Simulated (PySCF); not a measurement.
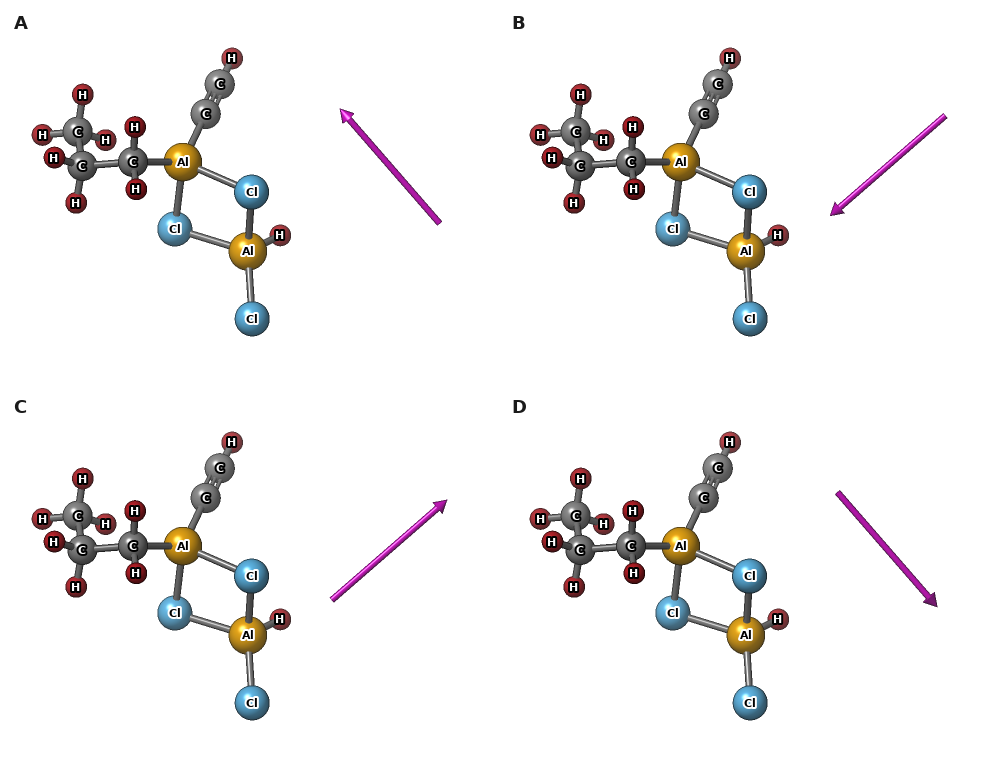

The same molecule four times, each with an arrow. Computed geometry: GFN2-xTB optimisation. No frequency run is at hand to confirm it as a minimum. Method: PBE0/pcSseg-1, gas phase (PySCF 2.14.0).

Question: Which arrow points along the dipole moment, from the negative to the positive end?

Answer: A. The dipole moment is 2.56 D.

The geometry is semi-empirical. Around Al such bond lengths and angles can be off by a tenth of an ångström or more and by several degrees, and values that hang on the shape move with them.
